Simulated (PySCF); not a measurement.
# One shape, several levels: C3H7Ge− (SMILES C=C[CH2][GeH2-])

Aim: a comparison of 4 runs (HF/STO-3G, HF/def2-SVP, BP86/def2-TZVP, MP2/def2-SVP) of C3H7Ge−. Input form: a Python script.

Program for the calculation: PySCF 2.14.0.

### 1 The molecule

C3H7Ge− has 11 atoms, charge -1, and is taken as a singlet. As SMILES, `C=C[CH2][GeH2-]`. The shape comes from GFN2-xTB, which is rough for such elements, and wasn't checked as a minimum. This is one conformer, not always the lowest.

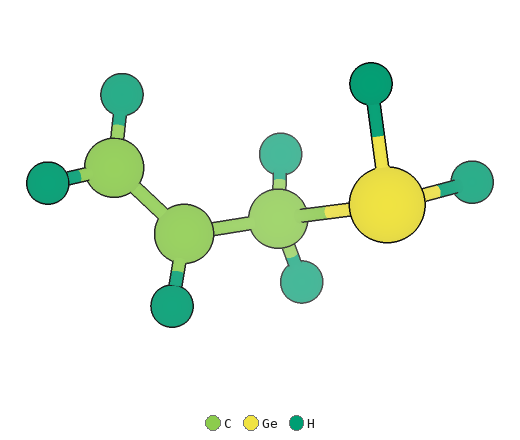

Viewed from a chosen angle; carbon green, germanium yellow, hydrogen teal.

### 2 Energy and gradient at HF/STO-3G (run 1)

mol.xyz reads:

```xyz
11
C3H7Ge
C     -0.604300     1.719620     0.483380
C      0.102300     0.642240     0.831110
C     -0.087090    -0.709600     0.356220
Ge     1.368700    -1.182990    -1.130610
H     -1.452500     1.643810    -0.180040
H     -0.345920     2.716140     0.815580
H      0.956940     0.788750     1.493290
H     -1.073600    -0.870990    -0.069760
H      0.098210    -1.445020     1.143130
H      0.404680    -0.595580    -2.379780
H      0.632590    -2.706390    -1.362510
```

run.py reads:

```python
# C=C[CH2][GeH2-]
import pyscf.grad
from pyscf import gto, scf

mol = gto.M(
    atom='mol.xyz',
    spin=0,
    basis='sto-3g',
    max_memory=1860,
    charge=-1,
    verbose=4,
)

mf = scf.RHF(mol)
mf.conv_tol = 1e-10
mf.kernel()
if not mf.converged:
    mf = mf.newton().run(mf.mo_coeff, mf.mo_occ)

e_tot = mf.e_tot
print('Final energy', e_tot)
grad = mf.Gradients().kernel()
mf.analyze()
```

Started as:

```bash
$ OMP_NUM_THREADS=1 python run.py
```

Standard output:

```text
PySCF version 2.14.0

[... 81 lines left out ...]
Total Energy =                       -2167.801539704422339
[... 10 lines left out ...]
MO #4   energy= -45.0410512316913  occ= 2
[... 8 lines left out ...]
MO #13  energy= -0.823725054436834 occ= 2
[... 8 lines left out ...]
MO #22  energy= -0.260821271857826 occ= 2
[... 8 lines left out ...]
MO #31  energy= 0.661240008037464  occ= 0
[... 8 lines left out ...]
MO #40  energy= 1.22603526198307   occ= 0
[... 55 lines left out ...]
WARN: System has nonzero charge -1; the dipole moment is origin-dependent.
Location of origin: [0. 0. 0.]

Dipole moment(X, Y, Z, Debye): -3.61990,  3.81452,  4.32442
```

Run time: 3.9 s. Hardware: 1 thread of Intel Xeon at 2.70GHz, shared host; peak memory 0.12 GiB.

### 3 Energy and gradient at HF/def2-SVP (run 2)

run.py reads:

```python
from pyscf import gto

molecule = gto.Mole()
molecule.atom = '''
C     -0.604300     1.719620     0.483380
C      0.102300     0.642240     0.831110
C     -0.087090    -0.709600     0.356220
Ge     1.368700    -1.182990    -1.130610
H     -1.452500     1.643810    -0.180040
H     -0.345920     2.716140     0.815580
H      0.956940     0.788750     1.493290
H     -1.073600    -0.870990    -0.069760
H      0.098210    -1.445020     1.143130
H      0.404680    -0.595580    -2.379780
H      0.632590    -2.706390    -1.362510
'''
molecule.basis = 'def2-svp'
molecule.max_memory = 1860
molecule.charge = -1
molecule.spin = 0
molecule.verbose = 4
molecule.build()

calc0 = molecule.RHF()
calc0.conv_tol = 1e-10
calc0.kernel()
if not calc0.converged:
    calc0 = calc0.newton().run(calc0.mo_coeff, calc0.mo_occ)

e_tot = calc0.e_tot
print(f'total energy: {e_tot:.8f} hartree')
grad = calc0.nuc_grad_method().kernel()
calc0.analyze()
```

Started as:

```bash
$ OMP_NUM_THREADS=1 python run.py
```

Standard output:

```text
PySCF version 2.14.0

[... 97 lines left out ...]
MO #9   energy= -6.93214429918493  occ= 2
[... 19 lines left out ...]
MO #29  energy= -0.0880671504692745 occ= 2
[... 19 lines left out ...]
MO #49  energy= 0.830243080784756  occ= 0
[... 19 lines left out ...]
MO #69  energy= 1.6114041153934    occ= 0
[... 19 lines left out ...]
MO #89  energy= 2.44414630841388   occ= 0
[... 19 lines left out ...]
MO #109 energy= 3.85810519276762   occ= 0
[... 124 lines left out ...]
WARN: System has nonzero charge -1; the dipole moment is origin-dependent.
Location of origin: [0. 0. 0.]

Dipole moment(X, Y, Z, Debye): -4.04607,  4.10233,  4.82031
```

Run time: 20 s. Hardware: 1 thread of Intel Xeon at 2.70GHz, shared host; peak memory 0.25 GiB.

### 4 Energy and gradient at BP86/def2-TZVP (run 3)

run.py reads:

```python
import pyscf.grad
from pyscf import gto, dft

molecule = gto.M(
    atom='''
C       -0.604300       1.719620       0.483380
C        0.102300       0.642240       0.831110
C       -0.087090      -0.709600       0.356220
Ge       1.368700      -1.182990      -1.130610
H       -1.452500       1.643810      -0.180040
H       -0.345920       2.716140       0.815580
H        0.956940       0.788750       1.493290
H       -1.073600      -0.870990      -0.069760
H        0.098210      -1.445020       1.143130
H        0.404680      -0.595580      -2.379780
H        0.632590      -2.706390      -1.362510
''',
    max_memory=1860,
    verbose=4,
    basis='def2-tzvp',
    charge=-1,
)

myscf = dft.RKS(molecule)
myscf.xc = 'bp86'
myscf.conv_tol = 1e-10
myscf.grids.level = 5
myscf.kernel()
if not myscf.converged:
    myscf = myscf.newton().run(myscf.mo_coeff, myscf.mo_occ)

etot = myscf.e_tot
print(f'total energy: {etot:.8f} hartree')
grad = myscf.Gradients().kernel()
dip = myscf.dip_moment()
pop, q = myscf.mulliken_pop()
```

Started as:

```bash
$ OMP_NUM_THREADS=1 python run.py
```

Standard output:

```text
PySCF version 2.14.0

[... 84 lines left out ...]
converged SCF energy = -2195.82762653694
total energy: -2195.82762654 hartree
[... 13 lines left out ...]
WARN: System has nonzero charge -1; the dipole moment is origin-dependent.
[... 2 lines left out ...]
Dipole moment(X, Y, Z, Debye): -3.64134,  3.72912,  4.50256
[... 195 lines left out ...]
charge of   10H =     -0.23033
```

Wall time 2.5 min (1 thread of Intel Xeon at 2.70GHz, shared host); peak memory 2.6 GiB.

### 5 Energy and gradient at MP2/def2-SVP (run 4)

job.py reads:

```python
# C=C[CH2][GeH2-]
import pyscf.grad
from pyscf import gto, scf, mp

mol = gto.M(
    atom=[
    ('C', (-0.604300, 1.719620, 0.483380)),
    ('C', (0.102300, 0.642240, 0.831110)),
    ('C', (-0.087090, -0.709600, 0.356220)),
    ('Ge', (1.368700, -1.182990, -1.130610)),
    ('H', (-1.452500, 1.643810, -0.180040)),
    ('H', (-0.345920, 2.716140, 0.815580)),
    ('H', (0.956940, 0.788750, 1.493290)),
    ('H', (-1.073600, -0.870990, -0.069760)),
    ('H', (0.098210, -1.445020, 1.143130)),
    ('H', (0.404680, -0.595580, -2.379780)),
    ('H', (0.632590, -2.706390, -1.362510)),
],
    charge=-1,
    spin=0,
    max_memory=1860,
    verbose=3,
    basis='def2-svp',
)

hf = scf.RHF(mol)
hf.conv_tol = 1e-10
hf.kernel()
if not hf.converged:
    hf = hf.newton().run(hf.mo_coeff, hf.mo_occ)

pt = mp.MP2(hf, frozen=12).run()
e_final = pt.e_tot
print('E(%s) = %.9f' % ('MP2', e_final))
grad = pt.Gradients().kernel()
dip = hf.dip_moment()
pop, q = hf.mulliken_pop()
```

Started as:

```bash
$ OMP_NUM_THREADS=1 python job.py
```

Standard output:

```text
converged SCF energy = -2192.64114177004
[... 12 lines left out ...]
WARN: System has nonzero charge -1; the dipole moment is origin-dependent.
[... 2 lines left out ...]
Dipole moment(X, Y, Z, Debye): -4.04607,  4.10233,  4.82031
[... 121 lines left out ...]
charge of   10H =     -0.31401
```

It took 34 s on 1 thread of Intel Xeon at 2.70GHz, shared host; peak memory 1.4 GiB.

### 6 Overview of the runs

```
run           level  integration grid  frozen core orbitals   energy (Eh)  HOMO energy (eV)  LUMO energy (eV)  HOMO–LUMO gap (eV)  wall time
  1       HF/STO-3G                 –                     –  -2167.801540              1.47             13.69               12.21      3.9 s
  2     HF/def2-SVP                 –                     –  -2192.641142             -2.40              8.60               11.00       20 s
  3  BP86/def2-TZVP                 5                     –  -2195.827627              0.38              3.54                3.16    2.5 min
  4    MP2/def2-SVP                 –                    12  -2193.294375             -2.40              8.60               11.00       34 s
```

### 7 Outcome

```
                                                    quantity           value
                                         run 4: total energy  -2193.29437 Eh
                  run 4: HOMO energy (Hartree–Fock orbitals)        -2.40 eV
                  run 4: LUMO energy (Hartree–Fock orbitals)         8.60 eV
run 4: HOMO–LUMO gap (to an unbound level, set by the basis)        11.00 eV
         run 4: correlation energy (12 core orbitals frozen)      -653.2 mEh
                             run 4: largest force on an atom      1.801 eV/Å
```

What this shows: Over runs 1, 2, 3 the HOMO–LUMO gap runs from 3.16 eV (BP86/def2-TZVP) to 12.21 eV (HF/STO-3G). The two ends differ in method and basis. The empty levels of an anion lie above zero and hang on the basis. In runs 1, 3 the HOMO lies above zero, so the outermost electron may be held by the basis alone. In run 1 the basis is minimal, so the values are rough. All runs together took 3.4 min, the longest 2.5 min.
